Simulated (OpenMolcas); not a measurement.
# CH3FGeO (SMILES C[O][Ge][F]), step by step

Aim: a single-point energy (HF/ANO-R0), then the energy (CASSCF(2,2)/ANO-R1), then the energy along one coordinate (CASPT2(2,2)/ANO-R1), then the energy along one coordinate (SC-NEVPT2(2,2)/ANO-R1), then an energy scan (MC-PDFT[tPBE](2,2)/ANO-R1) of CH3FGeO. 

The results are computed with OpenMolcas 26.06.

### 1 The structure to begin with

CH3FGeO: 7 atoms, total charge 0, spin state singlet. SMILES: `C[O][Ge][F]`. The shape is that of a PBE0-D4/def2-TZVP optimisation. This is one conformer, not always the lowest.

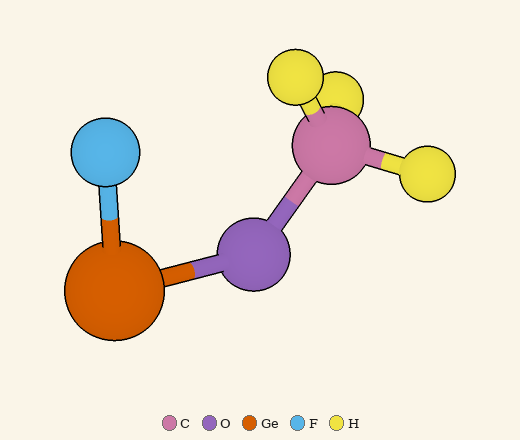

The structure, seen from a chosen angle (carbon pink, oxygen purple, germanium orange, fluorine blue, hydrogen yellow).

### 2 The energy at HF/ANO-R0 (sfX2C) (run 1)

mol.xyz reads:

```xyz
7

C     -0.504800     0.491500     0.394900
O      0.412400     0.624200    -0.671900
Ge     1.441700    -0.610700    -1.398400
F      0.967400    -1.990600    -0.400200
H     -0.548500    -0.532200     0.773800
H     -0.208000     1.161100     1.206600
H     -1.498700     0.788500     0.049700
```

step1.inp reads:

```
&GATEWAY
  Coord=mol.xyz
  Basis=ANO-R0
  Group=NoSym

&SEWARD

&SCF
  PrOrbitals=0

&LOCALISATION
  Occupied
  Freeze
  Pipek-Mezey

&LOCALISATION
  FileOrb=$Project.LocOrb
  Virtual
  Pipek-Mezey
```

Started as:

```
$ export MOLCAS_MEM=1860
$ pymolcas step1.inp > step1.log
```

The program printed:

```text
--- Start Module: gateway ---
[...]
--- Stop Module: gateway /rc=_RC_ALL_IS_WELL_ ---
[...]
      Basis functions           36
[...]
       Convergence after  13 Iterations
[...]
::    Total SCF energy                              -2310.7165880781
[...]
      Total spin, S                                     0.0000000000
[...]
      Total electronic charge=   58.000000
      Total            charge=   -0.000000
[...]
      Dipole Moment (debye):
      Origin of the operator (angstrom)=    0.9942   -0.5297   -0.9274
                   X=  1.6484E-02               Y=  5.2269E-02               Z= -3.7165E-02           Total=  6.6220E-02
      Quadrupole Moment (debye*angstrom):
[...]
--- Start Module: localisation ---
[...]
--- Stop Module: localisation /rc=_RC_ALL_IS_WELL_ ---
--- Start Module: localisation ---
[...]
--- Stop Module: localisation /rc=_RC_ALL_IS_WELL_ ---
[...]
```

Run time: 3.3 s. Hardware: 1 thread of Intel Xeon 6975P-C (Granite Rapids), shared host; peak memory 0.41 GiB.

### 3 A single-point energy at CASSCF(2,2)/ANO-R1 (sfX2C, RICD fitting) (run 2)

mol.xyz is that of step 2.

step2.inp reads:

```
&GATEWAY
Coord = mol.xyz
Basis = ANO-R0
Group = NoSym
&SEWARD
&RASSCF
FileOrb = $CurrDir/step1.LocOrb
Alter = 2
1 21 29
1 30 33
Spin = 1
Nactel = 2 0 0
Inactive = 28
Ras2 = 2
OrbListing = Nothing
>>> COPY $Project.RunFile RUNFIL1
>>> COPY $Project.RasOrb INPORB
&GATEWAY
Coord = mol.xyz
Basis = ANO-R1
Group = NoSym
RICD
&SEWARD
>>> COPY $Project.RunFile RUNFIL2
&EXPBAS
&RASSCF
FileOrb = $Project.ExpOrb
Spin = 1
Nactel = 2 0 0
Inactive = 28
Ras2 = 2
OrbListing = Nothing
OrbAppear = Compact
```

Started as:

```
$ export MOLCAS_MEM=1860
$ pymolcas step2.inp > step2.log
```

The program printed:

```text
--- Start Module: gateway ---
[...]
      Basis functions           36
[...]
      Number of active orbitals                  2
[...]
      Spin quantum number                      0.0
[...]
      Active orbitals                            2
[...]
      Number of CSFs                             3
[...]
      Number of root(s) required                 1
[...]
      Convergence after 14 iterations
[...]
      printout of CI-coefficients larger than  0.05 for root  1
      energy=   -2310.737841
      conf/sym  11     Coeff  Weight
             1  20   0.98893 0.97798
             3  02  -0.14838 0.02202
      Natural orbitals and occupation numbers for root  1
      sym 1:   1.955965   0.044035
      ************************************************************************************************************************
      *                                                    Final results                                                     *
[...]
::    RASSCF root number  1 Total energy:  -2310.73784112
[...]
      Basis functions           96
[...]
      Convergence after 20 iterations
[...]
      Natural orbitals and occupation numbers for root  1
      sym 1:   1.982884   0.017116
      ************************************************************************************************************************
      *                                                    Final results                                                     *
[...]
::    RASSCF root number  1 Total energy:  -2311.36049117
[...]
      Total electronic charge=   58.000000
      Total            charge=   -0.000000
[...]
      Dipole Moment (debye):
      Origin of the operator (angstrom)=    0.9942   -0.5297   -0.9274
                   X=  8.5625E-02               Y=  6.2739E-01               Z= -3.0976E-01           Total=  7.0491E-01
      Quadrupole Moment (debye*angstrom):
[...]
```

Run time: 13 s. Hardware: 1 thread of Intel Xeon 6975P-C (Granite Rapids), shared host; peak memory 0.41 GiB.

### 4 An energy scan at CASPT2(2,2)/ANO-R1 (sfX2C, RICD fitting, ipea shift 0.25 Eh, pt2 variant SS) (run 3)

step3.inp reads:

```
* CH3FGeO CASPT2
>>> EXPORT MOLCAS_PRINT=2
>>> COPY $CurrDir/step2.RasOrb $Project.RasOrb
>>> ForEach K in (1, 2, 3, 4, 5, 6, 7, 8, 9)
&GATEWAY
Coord=$CurrDir/point$K.xyz
Basis=ANO-R1
Group=NoSym
RICD
&SEWARD
&RASSCF
FileOrb=$Project.RasOrb
Spin=1
Nactel=2 0 0
Inactive=28
Ras2=2
OrbListing=Nothing
OrbAppear=Compact
&CASPT2
Imaginary=0.2
Frozen=12
>>> EndDo
```

Started as:

```
$ export MOLCAS_MEM=1860
$ pymolcas step3.inp > step3.log
```

The program printed:

```text
[...]
      Basis functions           96
[...]
      Number of active orbitals                  2
[...]
      Spin quantum number                      0.0
[...]
      Active orbitals                            2
[...]
      Number of CSFs                             3
[...]
      Number of root(s) required                 1
[...]
      Convergence after 11 iterations
[...]
      printout of CI-coefficients larger than  0.05 for root  1
      energy=   -2311.344534
      conf/sym  11     Coeff  Weight
             1  20   0.99707 0.99415
             3  02  -0.07647 0.00585
      Natural orbitals and occupation numbers for root  1
      sym 1:   1.988304   0.011696
      ************************************************************************************************************************
      *                                                    Final results                                                     *
[...]
::    RASSCF root number  1 Total energy:  -2311.34453366
[...]
::    CASPT2 Root  1     Total energy:  -2312.30985553
[...]
      Convergence after 11 iterations
[...]
      Natural orbitals and occupation numbers for root  1
      sym 1:   1.982882   0.017118
      ************************************************************************************************************************
      *                                                    Final results                                                     *
[...]
      Convergence after 28 iterations
[...]
      Convergence after 22 iterations
[...]
      Convergence after 22 iterations
[...]
::    RASSCF root number  1 Total energy:  -2311.20251254
[...]
::    CASPT2 Root  1     Total energy:  -2312.12665058
[...]
      Convergence after 29 iterations
[...]
::    RASSCF root number  1 Total energy:  -2311.20136119
[...]
      Reference weight:           0.83422
[...]
::    CASPT2 Root  1     Total energy:  -2312.12417070
[...]
```

It took 99 s on 1 thread of Intel Xeon 6975P-C (Granite Rapids), shared host; peak memory 0.16 GiB.

The scan, from its lowest point:

```
F4–Ge3 (Å)  energy (kJ/mol)
     1.591             33.5
     1.768              0.0
     1.945             42.0
     2.210            144.8
     2.563            277.1
     3.005            405.2
     3.536            486.6
     4.243            514.5
     5.304            521.0
```

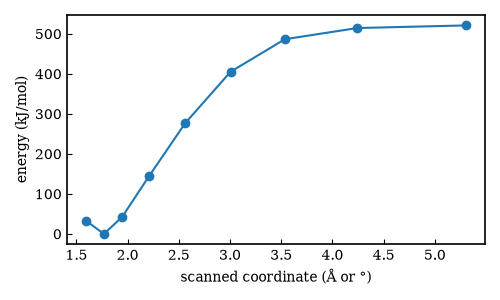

Energy along the scan.

### 5 The energy along one coordinate at SC-NEVPT2(2,2)/ANO-R1 (sfX2C, RICD fitting, pt2 variant SC-NEVPT2) (run 4)

step4.inp reads:

```
* CH3FGeO NEVPT2
>>> COPY $CurrDir/step2.RasOrb $Project.RasOrb
>>> ForEach K in (1, 2, 3, 4, 5, 6, 7, 8, 9)

&GATEWAY
 Coord=$CurrDir/point$K.xyz
 Basis=ANO-R1
 Group=NoSym
 RICD

&SEWARD

&RASSCF
 FileOrb=$Project.RasOrb
 Spin=1
 Nactel=2 0 0
 Inactive=28
 Ras2=2
 OrbListing=Nothing
 OrbAppear=Compact

&CASPT2
 SC-NEVPT2
 Frozen=12
>>> EndDo
```

Started as:

```
$ export MOLCAS_MEM=1860
$ pymolcas step4.inp > step4.log
```

The program printed:

```text
--- Start Module: gateway ---
[...]
      Basis functions           96
[...]
      Number of active orbitals                  2
[...]
      Spin quantum number                      0.0
[...]
      Active orbitals                            2
[...]
      Number of CSFs                             3
[...]
      Number of root(s) required                 1
[...]
      Convergence after 11 iterations
[...]
      printout of CI-coefficients larger than  0.05 for root  1
      energy=   -2311.344534
      conf/sym  11     Coeff  Weight
             1  20   0.99707 0.99415
             3  02  -0.07647 0.00585
      Natural orbitals and occupation numbers for root  1
      sym 1:   1.988304   0.011696
      ************************************************************************************************************************
      *                                                    Final results                                                     *
[...]
::    RASSCF root number  1 Total energy:  -2311.34453366
[...]
::    SC-NEVPT2 Root  1     Total energy:  -2312.30745238
[...]
      Convergence after 11 iterations
[...]
      Natural orbitals and occupation numbers for root  1
      sym 1:   1.982882   0.017118
      ************************************************************************************************************************
      *                                                    Final results                                                     *
[...]
      Convergence after 28 iterations
[...]
      Convergence after 22 iterations
[...]
      Convergence after 22 iterations
[...]
::    RASSCF root number  1 Total energy:  -2311.20251254
[...]
::    SC-NEVPT2 Root  1     Total energy:  -2312.12410441
[...]
      Convergence after 29 iterations
[...]
::    RASSCF root number  1 Total energy:  -2311.20136119
[...]
::    SC-NEVPT2 Root  1     Total energy:  -2312.12181272
[...]
```

It took 96 s on 1 thread of Intel Xeon 6975P-C (Granite Rapids), shared host; peak memory 0.16 GiB.

The scan, from its lowest point:

```
F4–Ge3 (Å)  energy (kJ/mol)
     1.591             39.0
     1.768              0.0
     1.945             37.9
     2.210            137.2
     2.563            269.6
     3.005            407.3
     3.536            493.4
     4.243            520.4
     5.304            526.4
```

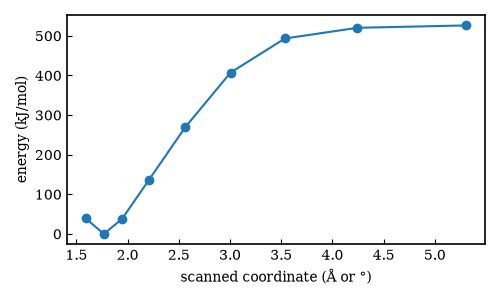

Energy along the scan.

### 6 The energy along one coordinate at MC-PDFT[tPBE](2,2)/ANO-R1 (sfX2C, RICD fitting) (run 5)

step5.input reads:

```
* CH3FGeO MC-PDFT
>>> COPY $CurrDir/step2.RasOrb $Project.RasOrb
>>> ForEach K in (1, 2, 3, 4, 5, 6, 7, 8, 9)

&GATEWAY
 Coord
 $CurrDir/point$K.xyz
 Basis
 ANO-R1
 Group
 NoSym
 RICD

&SEWARD

&RASSCF
 FileOrb
 $Project.RasOrb
 Spin
 1
 Nactel
 2 0 0
 Inactive
 28
 Ras2
 2
 OrbListing
 Nothing
 OrbAppear
 Compact

&MCPDFT
 KSDFT
 T:PBE
>>> EndDo
```

Started as:

```
$ export MOLCAS_MEM=1860
$ pymolcas step5.input > step5.log
```

The program printed:

```text
--- Start Module: gateway ---
[...]
      Basis functions           96
[...]
      Number of active orbitals                  2
[...]
      Spin quantum number                      0.0
[...]
      Active orbitals                            2
[...]
      Number of CSFs                             3
[...]
      Number of root(s) required                 1
[...]
      Convergence after 11 iterations
[...]
      printout of CI-coefficients larger than  0.05 for root  1
      energy=   -2311.344534
      conf/sym  11     Coeff  Weight
             1  20   0.99707 0.99415
             3  02  -0.07647 0.00585
      Natural orbitals and occupation numbers for root  1
      sym 1:   1.988304   0.011696
      ************************************************************************************************************************
      *                                                    Final results                                                     *
[...]
::    RASSCF root number  1 Total energy:  -2311.34453366
[...]
::    MCPDFT root number  1 Total energy:  -2313.52193549
[...]
      Convergence after 11 iterations
[...]
      Natural orbitals and occupation numbers for root  1
      sym 1:   1.982882   0.017118
      ************************************************************************************************************************
      *                                                    Final results                                                     *
[...]
      Convergence after 28 iterations
[...]
      Convergence after 22 iterations
[...]
      Convergence after 22 iterations
[...]
::    RASSCF root number  1 Total energy:  -2311.20251254
[...]
::    MCPDFT root number  1 Total energy:  -2313.33826406
[...]
      Convergence after 29 iterations
[...]
::    RASSCF root number  1 Total energy:  -2311.20136119
[...]
::    MCPDFT root number  1 Total energy:  -2313.33451413
[...]
```

It took 98 s on 1 thread of Intel Xeon 6975P-C (Granite Rapids), shared host; peak memory 0.16 GiB.

The scan, from its lowest point:

```
F4–Ge3 (Å)  energy (kJ/mol)
     1.591             50.4
     1.768              0.0
     1.945             26.5
     2.210            110.6
     2.563            224.4
     3.005            358.0
     3.536            485.1
     4.243            532.6
     5.304            542.4
```

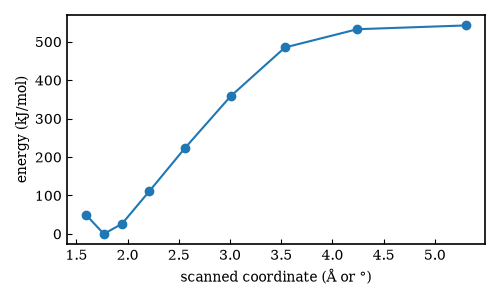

Energy along the scan.

### 7 Results

| quantity | value |
| --- | --- |
| run 1, HF/ANO-R0: total energy | -2310.71659 Eh |
| run 1, HF/ANO-R0: dipole moment | 0.07 D |
| run 1, HF/ANO-R0: HOMO energy | -9.82 eV |
| run 1, HF/ANO-R0: LUMO energy | 1.87 eV |
| run 1, HF/ANO-R0: HOMO–LUMO gap | 11.68 eV |
| run 2, CASSCF(2,2)/ANO-R1: total energy | -2311.36049 Eh |
| run 2, CASSCF(2,2)/ANO-R1: dipole moment (CASSCF density) | 0.70 D |
| run 3, CASPT2(2,2)/ANO-R1: lowest energy of the scan | -2312.32260 Eh |
| run 4, SC-NEVPT2(2,2)/ANO-R1: lowest energy of the scan | -2312.32230 Eh |
| run 5, MC-PDFT[tPBE](2,2)/ANO-R1: lowest energy of the scan | -2313.54111 Eh |

Mulliken charges (run 1, HF/ANO-R0) run from -0.78 on C1 to +0.66 on Ge3; they depend strongly on the basis. Mulliken charges (run 2, CASSCF(2,2)/ANO-R1) run from -0.56 on O2 to +0.83 on Ge3; they depend strongly on the basis.
